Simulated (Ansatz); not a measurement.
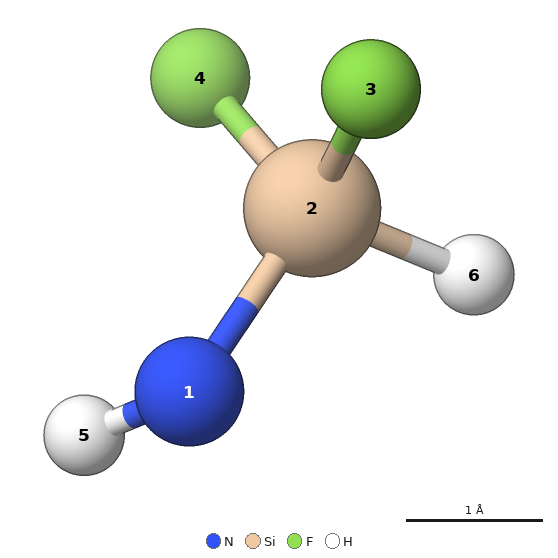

The picture comes from a calculation with Ansatz.

The view is orthographic, and the bar gives the scale. The species is neutral and a spin doublet. Geometry: moved along internal coordinates away from the minimum.

Reconstruct the coordinates (Å) as seen: x to the right, y up, z towards the viewer, origin at the mean of the atomic positions.

```xyz
6
F2H2NSi
N   -0.61  -1.07   0.56
Si   0.30   0.28  -0.03
F    0.73   1.15   1.21
F   -0.53   1.24  -0.99
H   -1.38  -1.39  -0.02
H    1.49  -0.21  -0.73
```
